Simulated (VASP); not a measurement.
Band structure of FeBiO₃ (space group R3c). Method: PBE GGA with D3 dispersion (Becke-Johnson damping), VASP's PBE PAW potentials (set 64) (plane waves; VASP).

The moments were started parallel, and other spin orders were not tried in this run. Unless said otherwise, spin-orbit coupling is left out, though it shifts the bands of the heavy elements here.

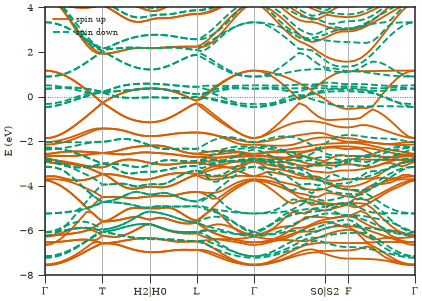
Bands along high-symmetry lines, zero at the valence-band maximum or, without a gap, the Fermi level

Read the plot: is there a gap, and where are the band edges?

It has no gap at this level: it comes out as a metal or semimetal. (Edges off the drawn lines would not show.)

The structure comes from a measured FeBiO3 entry (R3c) of the Crystallography Open Database, whose conditions weren't checked. It was relaxed first.
